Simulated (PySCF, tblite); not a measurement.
# C3H11BNP: geometry, infrared bands and NMR shifts

Wanted: the infrared bands and NMR shifts of C3H11BNP (`CCCNBP`), by calculation.

Computed with tblite 0.8.0 and PySCF 2.14.0, with density-fitted response routines of our own, on a single molecule in the gas phase. Atoms count from 0, in the outputs and in this text.

### Step 1. Starting geometry

17 atoms, charge 0, multiplicity 1; geometry from: force field or distance geometry start.

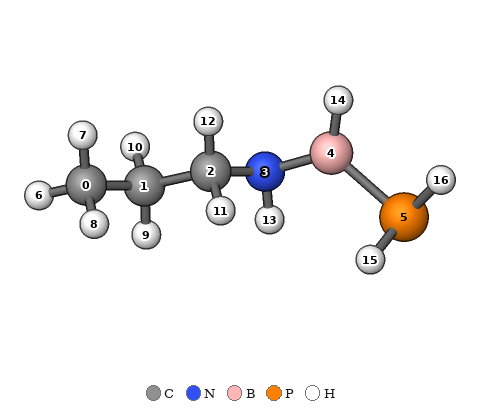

As it starts; carbon grey, nitrogen blue, boron pink, phosphorus orange, hydrogen white, atoms numbered.

### Step 2. Relaxing the molecule with GFN2-xTB

What the job is given:

```
{"job": {"kind": "relax", "xc": "GFN2-xTB", "basis": "xTB"}, "charge": 0, "multiplicity": 1}
C      2.609500     0.894200     0.114700
C      1.633800    -0.261800    -0.116400
C      0.246500     0.059300     0.419300
N     -0.654700    -1.074900     0.199100
B     -2.033700    -0.784000     0.808400
P     -3.595700    -0.679800    -0.338900
H      3.605800     0.631600    -0.278500
H      2.696400     1.127400     1.203900
H      2.247100     1.798900    -0.418300
H      1.584500    -0.491000    -1.190200
H      2.025700    -1.166900     0.417300
H     -0.156300     0.957000    -0.118100
H      0.307700     0.297000     1.513500
H     -0.774600    -1.214700    -0.825500
H     -2.151900    -0.600700     1.966400
H     -3.181200     0.576700    -0.929200
H     -4.416100    -0.056300     0.688400
```

Started as:

```bash
$ OMP_NUM_THREADS=1 python probes_run.py task.json out
```

This one command runs all jobs of the session in turn.

The program printed:

```text
step      E/eV     max force
  0    -508.52416    3.533
  1    -508.81345    2.189
  2    -508.95456    1.859
  3    -509.00628    0.682
  4    -509.04600    0.515
  5    -509.07162    0.558
  6    -509.10481    0.562
  7    -509.12659    0.399
  8    -509.14245    0.313
  9    -509.15589    0.288
 10    -509.17113    0.427
 11    -509.18851    0.554
 12    -509.20876    0.524
 13    -509.22935    0.345
 14    -509.24769    0.297
 15    -509.26693    0.407
 16    -509.29365    0.603
 17    -509.32561    0.582
 18    -509.35664    0.484
 19    -509.38520    0.359
 20    -509.40695    0.359
 21    -509.42441    0.364
 22    -509.44079    0.270
 23    -509.45289    0.280
 24    -509.46263    0.250
 25    -509.47124    0.280
 26    -509.47976    0.320
 27    -509.48941    0.237
 28    -509.50113    0.202
 29    -509.50654    0.205
 30    -509.51159    0.230
 31    -509.51691    0.160
 32    -509.52307    0.161
 33    -509.52717    0.149
 34    -509.53050    0.120
 35    -509.53409    0.155
 36    -509.53765    0.200
 37    -509.54071    0.173
 38    -509.54323    0.111
 39    -509.54586    0.138
 40    -509.54913    0.165
 41    -509.55275    0.158
 42    -509.55605    0.150
 43    -509.55897    0.131
 44    -509.56228    0.161
 45    -509.56709    0.222
 46    -509.57316    0.209
 47    -509.57897    0.140
 48    -509.58355    0.129
 49    -509.58704    0.114
 50    -509.58987    0.114
 51    -509.59232    0.093
 52    -509.59462    0.101
 53    -509.59720    0.125
 54    -509.59992    0.159
 55    -509.60202    0.136
 56    -509.60433    0.124
 57    -509.60626    0.117
 58    -509.60754    0.096
 59    -509.60955    0.096
 60    -509.61088    0.061
 61    -509.61162    0.067
 62    -509.61210    0.064
 63    -509.61273    0.057
 64    -509.61340    0.070
 65    -509.61398    0.069
 66    -509.61443    0.055
 67    -509.61483    0.046
 68    -509.61525    0.050
 69    -509.61569    0.072
 70    -509.61620    0.063
 71    -509.61687    0.051
 72    -509.61772    0.068
 73    -509.61859    0.078
 74    -509.61932    0.073
 75    -509.61997    0.063
 76    -509.62081    0.075
 77    -509.62194    0.088
 78    -509.62306    0.078
 79    -509.62383    0.069
 80    -509.62440    0.057
 81    -509.62498    0.070
 82    -509.62569    0.070
 83    -509.62617    0.042
 84    -509.62641    0.035
 85    -509.62660    0.033
 86    -509.62681    0.039
 87    -509.62702    0.036
 88    -509.62719    0.030
 89    -509.62733    0.027
 90    -509.62749    0.027
 91    -509.62766    0.025
 92    -509.62781    0.029
 93    -509.62795    0.030
 94    -509.62813    0.030
 95    -509.62838    0.032
 96    -509.62870    0.039
 97    -509.62900    0.038
 98    -509.62928    0.038
 99    -509.62958    0.042
100    -509.62996    0.044
101    -509.63042    0.049
102    -509.63085    0.047
103    -509.63121    0.046
104    -509.63153    0.053
105    -509.63186    0.049
106    -509.63217    0.038
107    -509.63239    0.029
108    -509.63252    0.030
109    -509.63262    0.028
110    -509.63277    0.030
111    -509.63289    0.024
112    -509.63297    0.017
113    -509.63302    0.016
114    -509.63304    0.015
115    -509.63306    0.011
116    -509.63308    0.008
```

It took 2.1 s on 1 thread of Intel Xeon at 2.50GHz, shared host; peak memory 0.18 GiB.

The steps of the relaxation: (not every step is listed)

```
step  energy from step 0 (eV)  largest force (eV/Å)
   0                   0.0000                3.5328
   1                  -0.2893                2.1886
   2                  -0.4304                1.8592
   3                  -0.4821                0.6815
   4                  -0.5218                0.5154
   5                  -0.5475                0.5578
   6                  -0.5806                0.5623
   7                  -0.6024                0.3988
   8                  -0.6183                0.3127
  18                  -0.8325                0.4838
  28                  -0.9770                0.2023
  38                  -1.0191                0.1113
  48                  -1.0594                0.1289
  58                  -1.0834                0.0961
  68                  -1.0911                0.0495
  78                  -1.0989                0.0781
  88                  -1.1030                0.0300
  98                  -1.1051                0.0381
 108                  -1.1084                0.0296
 111                  -1.1087                0.0236
 112                  -1.1088                0.0175
 113                  -1.1089                0.0163
 114                  -1.1089                0.0146
 115                  -1.1089                0.0108
 116                  -1.1089                0.0083
```

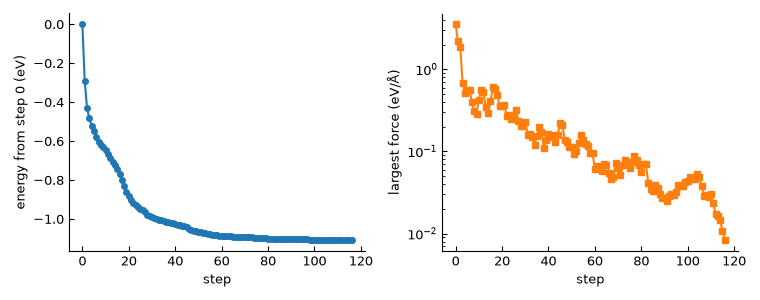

Energy and force, step by step.

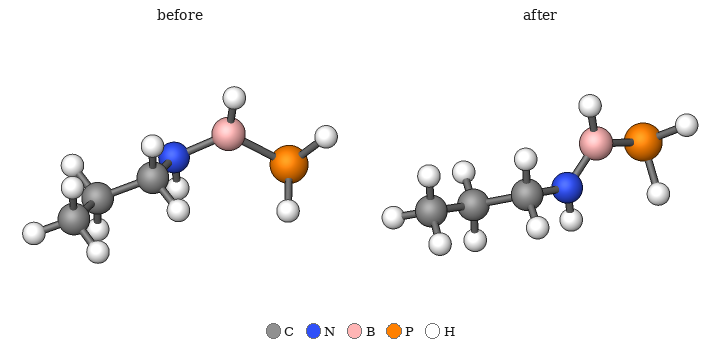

The geometry before (left) and after (right).

Distances of close pairs at the start and the end, largest changes first:

```
  bond  before (Å)  after (Å)  change (Å)
 N3–B4       1.535      1.377      -0.159
P5–H16       1.455      1.383      -0.072
P5–H15       1.449      1.386      -0.063
 C0–H7       1.117      1.087      -0.030
C2–H12       1.121      1.092      -0.030
 B4–P5       1.941      1.911      -0.030
C1–H10       1.121      1.092      -0.030
N3–H13       1.041      1.012      -0.029
```

The final coordinates are the input of the step that follows.

### Step 3. Infrared spectrum with GFN2-xTB

What the job is given:

```
{"job": {"kind": "ir", "xc": "GFN2-xTB", "basis": "xTB"}, "charge": 0, "multiplicity": 1}
C      2.779854     0.498553     0.257626
C      1.470756    -0.146258    -0.178727
C      0.260620     0.632967     0.343110
N     -0.986996     0.009709    -0.043058
B     -1.940730    -0.546807     0.779082
P     -3.450193    -1.439828     0.019382
H      3.627154    -0.076141    -0.107880
H      2.837396     0.545260     1.342550
H      2.857151     1.510909    -0.133267
H      1.429717    -0.189458    -1.270155
H      1.417279    -1.169762     0.197878
H      0.294641     1.659150    -0.044898
H      0.293398     0.677511     1.433391
H     -1.088785    -0.032240    -1.049269
H     -1.793579    -0.526785     1.941567
H     -3.596325    -0.638697    -1.102367
H     -4.418357    -0.756052     0.731192
```

The program printed:

```text
mode    cm-1     km/mol
  1      59.1      2.25
  2      78.7      1.53
  3      95.6      1.10
  4     151.5      6.39
  5     204.6      1.69
  6     229.5      0.01
  7     267.8      1.40
  8     341.3      0.75
  9     450.9      8.16
 10     593.0     66.45
 11     652.1     14.22
 12     724.1     52.97
 13     787.7     12.51
 14     792.5      9.92
 15     816.2      3.41
 16     903.6      1.61
 17     932.0      9.77
 18    1007.2     43.01
 19    1065.2     12.99
 20    1095.6      0.76
 21    1117.0      4.29
 22    1134.6     64.57
 23    1147.2     16.66
 24    1229.4      6.20
 25    1270.8      1.93
 26    1278.8     17.60
 27    1314.8      7.79
 28    1359.0      0.87
 29    1415.5      0.52
 30    1471.2    184.56
 31    1477.8     45.16
 32    1494.7      0.56
 33    1501.6      3.12
 34    1504.1      2.65
 35    2282.1    153.78
 36    2382.0    176.55
 37    2620.7    120.92
 38    2902.7     56.63
 39    2965.6     26.81
 40    2987.4     23.98
 41    2989.3     47.09
 42    3033.1     49.92
 43    3039.3     43.94
 44    3043.9     30.57
 45    3401.8      8.46
```

It took 1.4 s on 1 thread of Intel Xeon at 2.50GHz, shared host; peak memory 0.18 GiB.

The strongest bands and the atoms that carry them (share of the mass-weighted mode):

```
cm⁻¹  km/mol                                  atoms
 593    66.5  H14 20 %, H15 19 %, N3 17 %, H13 14 %
 724    53.0                     H16 44 %, H13 30 %
1135    64.6   H12 18 %, C2 13 %, H11 11 %, N3 10 %
1471   184.6   N3 36 %, B4 20 %, H12 17 %, H13 12 %
2282   153.8                     H15 65 %, H16 32 %
2382   176.6                     H16 65 %, H15 32 %
2621   120.9                               H14 92 %
2903    56.6                               H11 92 %
```

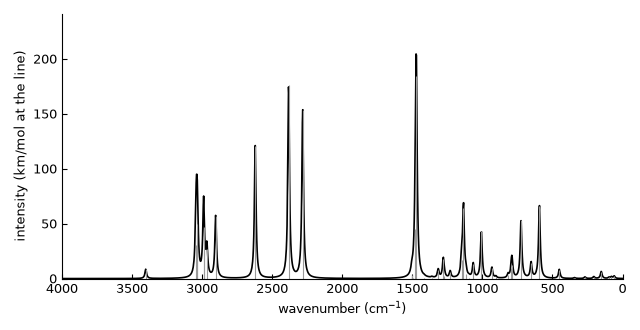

The infrared spectrum from these modes, unscaled. Lines are broadened to a width of 14 cm⁻¹ (Lorentzian).

### Step 4. NMR shieldings: PBE0/pcSseg-1

The job, as its differences from that of step 3:

```diff
@@ -1,2 +1,2 @@
-{"job": {"kind": "ir", "xc": "GFN2-xTB", "basis": "xTB"}, "charge": 0, "multiplicity": 1}
+{"job": {"kind": "nmr", "xc": "PBE0", "basis": "pcSseg-1"}, "charge": 0, "multiplicity": 1}
 C      2.779854     0.498553     0.257626
```

With the program's defaults for keys left out, this is: GIAO PBE0/pcSseg-1 NMR shielding, non-relativistic, gas phase.

The program printed:

```text
coarse grid: 13856 points
cycle   1  E = -541.4362927922  dE =  4.193e-01  |g| = 3.822e-01  |ddm| = 3.419e+00
cycle   2  E = -541.4360848383  dE =  2.080e-04  |g| = 4.015e-01  |ddm| = 7.376e-01
cycle   3  E = -541.4766551187  dE = -4.057e-02  |g| = 5.641e-02  |ddm| = 3.721e-01
cycle   4  E = -541.4772241827  dE = -5.691e-04  |g| = 3.005e-02  |ddm| = 6.908e-02
cycle   5  E = -541.4774217441  dE = -1.976e-04  |g| = 5.342e-03  |ddm| = 2.392e-02
cycle   6  E = -541.4774284037  dE = -6.660e-06  |g| = 1.551e-03  |ddm| = 6.787e-03
final grid: 126848 points
cycle   7  E = -541.5110333162  dE = -4.012e-05  |g| = 8.888e-03  |ddm| = 3.020e-02
cycle   8  E = -541.5110241026  dE =  9.214e-06  |g| = 1.080e-02  |ddm| = 1.696e-02
cycle   9  E = -541.5110535928  dE = -2.949e-05  |g| = 1.238e-03  |ddm| = 9.454e-03
cycle  10  E = -541.5110539209  dE = -3.281e-07  |g| = 2.346e-04  |ddm| = 9.368e-04
cycle  11  E = -541.5110539325  dE = -1.160e-08  |g| = 5.012e-05  |ddm| = 2.215e-04
cycle  12  E = -541.5110539330  dE = -5.150e-10  |g| = 1.959e-05  |ddm| = 6.060e-05
converged SCF energy = -541.5110539330

GIAO shielding tensors (ppm)
atom      isotropic    diamagn.    paramagn.     s11        s22        s33       span
  0 C      173.445     245.540     -72.094    164.428    167.871    188.036     23.608
  1 C      154.115     248.905     -94.790    137.023    153.811    171.513     34.490
  2 C      128.251     246.380    -118.129    101.848    119.113    163.791     61.943
  3 N      111.136     323.130    -211.994     -2.423    144.187    191.643    194.066
  4 B       58.008     197.864    -139.857     10.807     47.378    115.838    105.030
  5 P      562.868     967.116    -404.249    497.301    564.537    626.765    129.464
  6 H       30.467      27.361       3.106     25.907     27.728     37.766     11.859
  7 H       30.845      28.935       1.910     26.435     29.177     36.924     10.489
  8 H       30.853      28.803       2.049     26.642     28.937     36.980     10.338
  9 H       30.227      32.497      -2.270     25.879     30.413     34.388      8.508
 10 H       30.185      32.393      -2.208     26.047     30.228     34.281      8.234
 11 H       28.399      31.806      -3.407     23.538     29.313     32.344      8.806
 12 H       28.570      32.749      -4.179     24.424     30.220     31.065      6.640
 13 H       27.145      35.407      -8.262     21.154     29.172     31.110      9.956
 14 H       26.163      31.926      -5.763     23.560     25.930     28.998      5.438
 15 H       30.408      30.803      -0.395     25.420     28.995     36.808     11.388
 16 H       30.130      29.543       0.587     25.602     27.146     37.641     12.039
```

It took 53 s on 1 thread of Intel Xeon at 2.50GHz, shared host; peak memory 0.74 GiB.

Shifts follow as δ = σ(reference) − σ, with reference shieldings (ppm) from runs at the same level and on the same kind of geometry: ¹H TMS 31.72, ¹³C TMS 186.9, ¹⁵N NH3 267.7, ³¹P H3PO4 318.4, ¹¹B BF3·OEt2 100.1. The references are single molecules in the gas phase, so shifts against H2O, NH3, PH3, H3PO4 or CFCl3 are not on the usual liquid scales and can be off by tens of ppm. Atoms listed in one row are averaged.

```
     atoms                            environment  σ (ppm)  δ (ppm)  δ scaled to CDCl3
        C2                    sp3 CH2 bonded to N    128.3     58.7               55.4
        C1                                sp3 CH2    154.1     32.8               30.1
        C0                          methyl carbon    173.4     13.5               11.2
       H14     hydrogen on a boron bonded to N, P    26.16     5.55                  –
       H13  hydrogen on a nitrogen bonded to C, B    27.15     4.57                  –
  H11, H12     hydrogen on an sp3 CH2 bonded to N    28.48     3.23               3.15
   H9, H10                 hydrogen on an sp3 CH2    30.21     1.51               1.53
  H15, H16   hydrogen on a phosphorus bonded to B    30.27     1.45                  –
H6, H7, H8            hydrogen on a methyl carbon    30.72     1.00               1.04
        N3             nitrogen bonded to C, B, H    111.1    156.6                  –
        B4                boron bonded to N, P, H     58.0     42.1                  –
        P5            phosphorus bonded to B, 2 H    562.9   -244.5                  –
```

The scaled column applies a straight-line fit of computed shieldings to shifts measured in CDCl3 (root-mean-square error 0.16 ppm for H, 1.9 ppm for C).

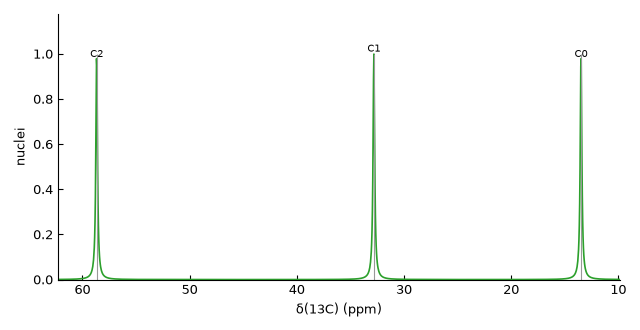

¹³C lines at the computed shifts, without couplings. Lines are broadened to a width of 0.18 ppm (Lorentzian).

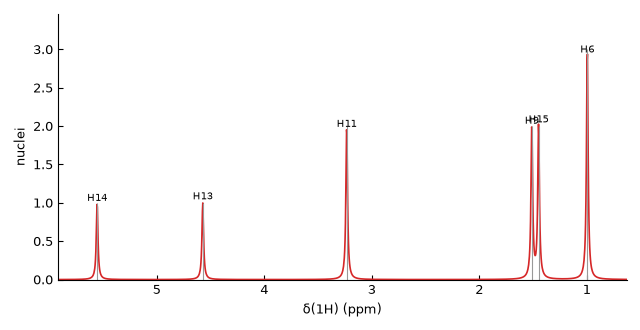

¹H lines at the computed shifts, without couplings. Lines are broadened to a width of 0.02 ppm (Lorentzian).

Charges from the same density, by scheme (e):

```
atoms  Mulliken    IAO  Hirshfeld  ESP fit
   C0     -0.28  -0.42      -0.11    -0.47
   C1     -0.30  -0.25      -0.07     0.25
   C2      0.01  -0.14      -0.01     0.11
   N3     -0.50  -0.35      -0.16    -0.71
   B4      0.11  -0.09       0.07     0.32
   P5     -0.16   0.05      -0.03    -0.41
```

IAO charges:

C0 -0.42; C1 -0.25; C2 -0.14; N3 -0.35; B4 -0.09; P5 0.05; H6 0.15; H7 0.14; H8 0.14; H9 0.13; H10 0.14; H11 0.13; H12 0.14; H13 0.26; H14 0.01; H15 -0.02; H16 0.00

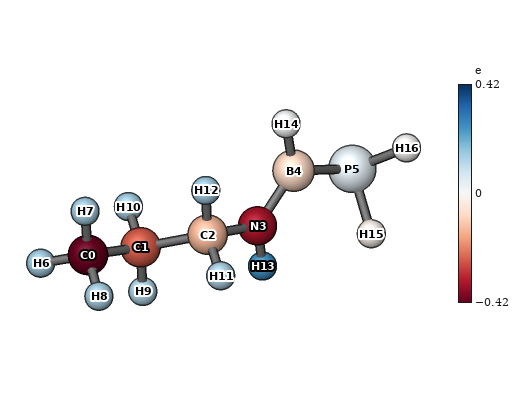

IAO charges, as colours on the atoms.

Mayer bond orders: C0–C1 1.06, C1–C2 1.02, C2–N3 0.94, N3–B4 1.38, B4–P5 1.05.

### Step 5. Results

| quantity | value |
| --- | --- |
| strongest single infrared mode (GFN2-xTB) | 1471 cm⁻¹, 185 km/mol |
| zero-point energy (GFN2-xTB) | 88.1 kcal/mol |
| ¹³C shifts against TMS (PBE0/pcSseg-1) | 58.7, 32.8, 13.5 ppm |
| ¹H shifts against TMS (PBE0/pcSseg-1, means over atoms taken as alike) | 5.55, 4.57, 3.23, 1.51, 1.45, 1.00 ppm |
| ¹⁵N shifts against NH3 (PBE0/pcSseg-1) | 156.6 ppm |
| ¹¹B shifts against BF3·OEt2 (PBE0/pcSseg-1) | 42.1 ppm |
| ³¹P shifts against H3PO4 (PBE0/pcSseg-1) | -244.5 ppm |

In words: Relaxing lowered the energy by 1.109 eV in 116 steps; the close pair that moved most is N3–B4, from 1.535 to 1.377 Å. All 45 modes are real, so the xTB geometry is a minimum. The strongest single mode, at 1471 cm⁻¹, is spread over several atoms, N3, B4, H12, H13 among them. Unscaled tight-binding wavenumbers are off by several per cent, some by more. Its intensities can rank the bands wrongly. The most deshielded carbon is C2 (sp3 CH2 bonded to N), at 58.7 ppm: deshielded by the electronegative neighbour. At PBE0/pcSseg-1: The widest tensor belongs to N3: span 194 ppm, with a paramagnetic part of -212 ppm.
